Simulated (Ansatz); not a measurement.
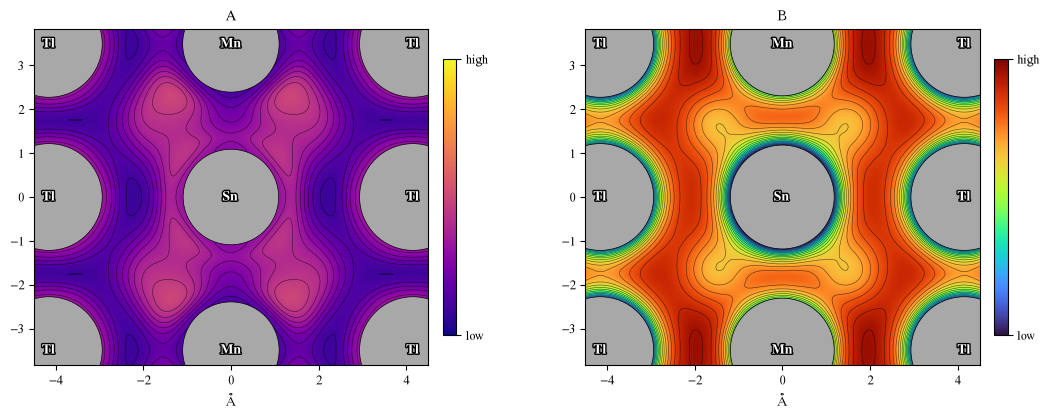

MnTl₂SnSb₄: 2 fields on the (010) plane of the conventional cell, with unlabelled colour scales. Grey discs cover the atomic cores.

Space group I-42m; built by placing these elements on a known structure type; not relaxed (largest force 1.6 eV/Å); computed without spin polarisation.

Theory: DFT, PAW plane waves, PBE in Ansatz.

The panels show electron localisation function and electrostatic potential energy of an electron in some order. Assign them.

Panel A: electron localisation function. Panel B: electrostatic potential energy of an electron (low next to the atoms, rising into the space between them). From the grid: Tl–Tl (3.49 Å): the ELF is about 0.10 at the midpoint: no shared electron pair shows on this line.
